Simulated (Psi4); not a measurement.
# CAM-B3LYP/def2-SVP (core potential) run of InClF2 (SMILES [F][In]([F])[Cl])

What is the vertical singlet–triplet gap of InClF2 at CAM-B3LYP/def2-SVP (core potential)? 

The calculation is run with Psi4 1.11.

2 further runs of the same task are left out: 2 that didn't finish.

**1. Starting point**

InClF2: 4 atoms, total charge 0, spin state singlet. SMILES: `[F][In]([F])[Cl]`. The coordinates come from a PBE0-D4/def2-TZVP relaxation.

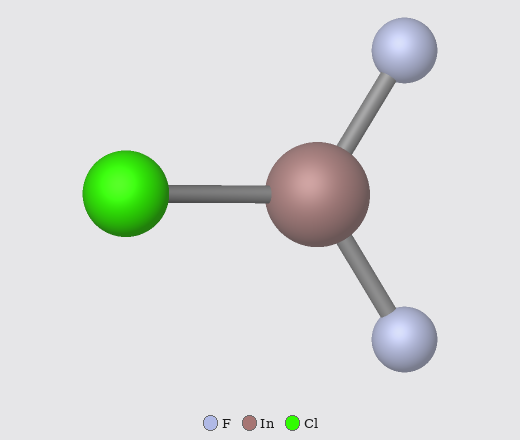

Viewed from a chosen angle; fluorine light blue, indium brown, chlorine green.

**2. The energy at CAM-B3LYP/def2-SVP (core potential)**

clf2in.xyz reads:

```xyz
4
ClF2In
F      0.588200     0.614600     1.749600
In     0.046700    -0.040500     0.025100
F      0.831500    -1.720700    -0.482100
Cl    -1.410900     1.086300    -1.312800
```

clf2in.py reads:

```python
import psi4

psi4.set_memory('2200 MB')
psi4.set_num_threads(1)
psi4.set_output_file('output.dat', False)

with open('clf2in.xyz') as f:
    atoms = ''.join(f.readlines()[2:])
m = psi4.geometry('0 1\n' + atoms + 'symmetry c1\nno_reorient\nno_com')

psi4.set_options({
    'puream': True,
    'e_convergence': 1e-09,
    'd_convergence': 1e-08,
    'scf_type': 'pk',
    'dft_radial_points': 99,
    'dft_spherical_points': 590,
})

e_tot, wfn = psi4.energy('cam-b3lyp/def2-SVP', return_wfn=True)
psi4.oeprop(wfn, 'MAYER_INDICES', 'MULLIKEN_CHARGES', 'QUADRUPOLE', title='CAM-B3LYP')
print(f'total energy {e_tot:.8f} hartree = {e_tot * 27.211386:.5f} eV')
```

Run with:

```console
$ python clf2in.py
```

output.dat:

```text
[...]
    !!!  WARNING: ECP capability is in beta. Please check occupations closely.  !!!
[...]
  Running in c1 symmetry.
[...]
  Nuclear repulsion =  244.158990462678702
[...]
  Multiplicity = 1
[...]
  Nalpha       = 28
  Nbeta        = 28
[...]
    Number of basis functions: 72
[...]
   @RKS iter   1:  -849.55113808768544   -1.38291e+00   9.85229e-03 DIIS/ADIIS
[...]
   @RKS iter  11:  -849.74475172140524   -3.34239e-11   8.49136e-09 DIIS
[...]
    Orbital Energies [Eh]
    ---------------------
    Doubly Occupied:
       1A   -101.595101     2A    -24.726791     3A    -24.726741
       4A     -9.549448     5A     -7.317709     6A     -7.310681
       7A     -7.310079     8A     -4.817037     9A     -3.229111
      10A     -3.219873    11A     -3.217764    12A     -1.190639
      13A     -1.188443    14A     -0.947556    15A     -0.909684
      16A     -0.907742    17A     -0.903407    18A     -0.895828
      19A     -0.870748    20A     -0.548427    21A     -0.480520
      22A     -0.477886    23A     -0.467661    24A     -0.451464
      25A     -0.447214    26A     -0.436604    27A     -0.411436
      28A     -0.406468
[...]
  @RKS Final Energy:  -849.74475172140524
   => Energetics <=
    Nuclear Repulsion Energy =            244.1589904626787018
    One-Electron Energy =               -1736.1194272564061976
    Two-Electron Energy =                 691.6039238867537051
    DFT Exchange-Correlation Energy =     -49.3882388144314248
    Empirical Dispersion Energy =           0.0000000000000000
    VV10 Nonlocal Energy =                  0.0000000000000000
    Total Energy =                       -849.7447517214052368
[...]
 Multipole Moments:
 ------------------------------------------------------------------------------------
     Multipole            Electronic (a.u.)      Nuclear  (a.u.)        Total (a.u.)
 ------------------------------------------------------------------------------------
 L = 1.  Multiply by 2.5417464519 to convert [e a0] to [Debye]
 Dipole X            :         19.0288157          -19.3267960           -0.2979803
 Dipole Y            :        -14.2483428           14.4785147            0.2301719
 Dipole Z            :         19.3475778          -19.6210264           -0.2734486
 Magnitude           :                                                    0.4653445
 L = 2.  Multiply by 1.3450342976 to convert [e a0^2] to [Debye ang]
 Quadrupole XX       :       -186.9771036          154.3521418          -32.6249618
 Quadrupole XY       :        130.4540944         -127.5521460            2.9019484
[...]
  Mulliken Charges: (a.u.)
   Center  Symbol    Alpha    Beta     Spin     Total
       1     F     4.70545  4.70545  0.00000 -0.41089
       2    IN     9.99422  9.99422  0.00000  1.01156
       3     F     4.70545  4.70545  0.00000 -0.41089
       4    CL     8.59489  8.59489  0.00000 -0.18977
   Total alpha = 28.00000, Total beta = 28.00000, Total charge =  0.00000
  Mayer Bond Indices:
[...]
```

The script printed:

```text
total energy -849.74475172 hartree = -23122.73244 eV
```

Wall time 18 s (1 thread of Intel Xeon at 2.50GHz (Skylake/Cascade Lake), shared host); peak memory 0.62 GiB.

**3. The triplet: energy and gradient at UCAM-B3LYP/def2-SVP (core potential)**

input.json reads:

```json
{
 "schema_name": "qcschema_input",
 "schema_version": 1,
 "molecule": {
  "schema_name": "qcschema_molecule",
  "schema_version": 2,
  "symbols": ["F", "In", "F", "Cl"],
  "geometry": [1.11153691, 1.16142568, 3.30626483, 0.08825021, -0.07653391, 0.04743213, 1.57130727, -3.25165174, -0.91103696, -2.66621459, 2.05280949, -2.48083246],
  "molecular_charge": 0,
  "molecular_multiplicity": 3,
  "fix_symmetry": "c1",
  "fix_com": true,
  "fix_orientation": true
 },
 "driver": "gradient",
 "model": {
  "method": "cam-b3lyp",
  "basis": "def2-SVP"
 },
 "keywords": {
  "reference": "uks",
  "puream": true,
  "e_convergence": 1e-09,
  "d_convergence": 1e-08,
  "scf_type": "pk",
  "dft_radial_points": 99,
  "dft_spherical_points": 590,
  "maxiter": 100,
  "scf_properties": ["WIBERG_LOWDIN_INDICES", "LOWDIN_CHARGES", "QUADRUPOLE"]
 }
}
```

Run with:

```console
$ psi4 --qcschema input.json -n 1 --memory 2200MB
```

stdout (excerpt; [...] marks lines left out):

```text
[...]
    !!!  WARNING: ECP capability is in beta. Please check occupations closely.  !!!
[...]
  Running in c1 symmetry.
[...]
  Nuclear repulsion =  244.158990485171842
[...]
  Multiplicity = 3
[...]
  Nalpha       = 29
  Nbeta        = 27
[...]
    Number of basis functions: 72
[...]
   @UKS iter   1:  -849.29866647702693   -1.17178e+00   1.07607e-02 DIIS/ADIIS
[...]
   @UKS iter  27:  -849.55019790428992   -8.75389e-11   9.76044e-09 DIIS
[...]
   @S^2 Observed:                2.008188442E+00
[...]
  @UKS Final Energy:  -849.55019790428992
   => Energetics <=
    Nuclear Repulsion Energy =            244.1589904851718416
    One-Electron Energy =               -1736.0317300402186902
    Two-Electron Energy =                 691.6970094734707573
    DFT Exchange-Correlation Energy =     -49.3744678227138749
    Empirical Dispersion Energy =           0.0000000000000000
    VV10 Nonlocal Energy =                  0.0000000000000000
    Total Energy =                       -849.5501979042899166
[...]
 Multipole Moments:
 ------------------------------------------------------------------------------------
     Multipole            Electronic (a.u.)      Nuclear  (a.u.)        Total (a.u.)
 ------------------------------------------------------------------------------------
 L = 1.  Multiply by 2.5417464519 to convert [e a0] to [Debye]
 Dipole X            :         18.0338212          -19.3267960           -1.2929748
 Dipole Y            :        -13.4789758           14.4785147            0.9995389
 Dipole Z            :         18.4341940          -19.6210263           -1.1868322
 Magnitude           :                                                    2.0197605
 L = 2.  Multiply by 1.3450342976 to convert [e a0^2] to [Debye ang]
 Quadrupole XX       :       -185.9408353          154.3521417          -31.5886936
 Quadrupole XY       :        128.1349797         -127.5521458            0.5828339
[...]
  -Total Gradient:
     Atom            X                  Y                   Z
    ------   -----------------  -----------------  -----------------
       1       -0.010260822841    -0.013392868891    -0.033792289732
       2       -0.042313379771     0.032718707944    -0.038848578374
       3       -0.015094785056     0.032987715059     0.010527378476
       4        0.067502129347    -0.052184993999     0.061960309048
[...]
```

The result, in JSON:

```text
{
 "driver": "gradient",
 "model": {
  "method": "cam-b3lyp",
  "basis": "def2-SVP"
 },
 "success": true,
 "return_result": [-0.010260822841219718, -0.01339286889055339, -0.033792289732148206, -0.042313379771213785, 0.032718707943735235, -0.03884857837387979, -0.015094785055528144, 0.03298771505867461, 0.010527378475551217, 0.06750212934710982, -0.05218499399857067, 0.06196030904815775],
 "properties": {
  "calcinfo_nbasis": 72,
  "calcinfo_nmo": 72,
  "calcinfo_nalpha": 29,
  "calcinfo_nbeta": 27,
  "calcinfo_natom": 4,
  "nuclear_repulsion_energy": 244.15899048517184,
  "return_energy": -849.5501979042899,
  "return_gradient": [-0.010260822841219718, -0.01339286889055339, -0.033792289732148206, -0.042313379771213785, 0.032718707943735235, -0.03884857837387979, -0.015094785055528144, 0.03298771505867461, 0.010527378475551217, 0.06750212934710982, -0.05218499399857067, 0.06196030904815775],
  "scf_one_electron_energy": -1736.0317300402187,
  "scf_two_electron_energy": 691.6970094734708,
  "scf_xc_energy": -49.374467822713875,
  "scf_dipole_moment": [-1.2929747980707837, 0.999538889776268, -1.1868322387185053],
  "scf_total_energy": -849.5501979042899,
  "scf_total_gradient": [-0.010260822841219718, -0.01339286889055339, -0.033792289732148206, -0.042313379771213785, 0.032718707943735235, -0.03884857837387979, -0.015094785055528144, 0.03298771505867461, 0.010527378475551217, 0.06750212934710982, -0.05218499399857067, 0.06196030904815775],
  "scf_iterations": 27
 }
}
```

It took 66 s on 1 thread of Intel Xeon at 2.50GHz (Skylake/Cascade Lake), shared host; peak memory 0.62 GiB.

**4. Summary of results**

At CAM-B3LYP/def2-SVP (core potential):

| quantity | value |
| --- | --- |
| singlet: total energy | -849.74475 Eh |
| singlet: dipole moment | 1.18 D |
| singlet: HOMO energy | -11.06 eV |
| singlet: LUMO energy | -1.98 eV |
| singlet: HOMO–LUMO gap | 9.08 eV |
| triplet: total energy | -849.55020 Eh |
| triplet: dipole moment | 5.13 D |
| triplet: HOMO energy (highest over α and β) | -6.02 eV |
| triplet: ⟨S²⟩ | 2.008 |
| triplet: largest force on an atom | 5.422 eV/Å |
| vertical energy of the triplet above the singlet | 5.294 eV |

In words: At this shape the triplet lies 5.29 eV (122 kcal/mol) above the singlet. Mulliken charges (singlet) run from -0.41 on F1 to +1.01 on In2; they depend strongly on the basis.
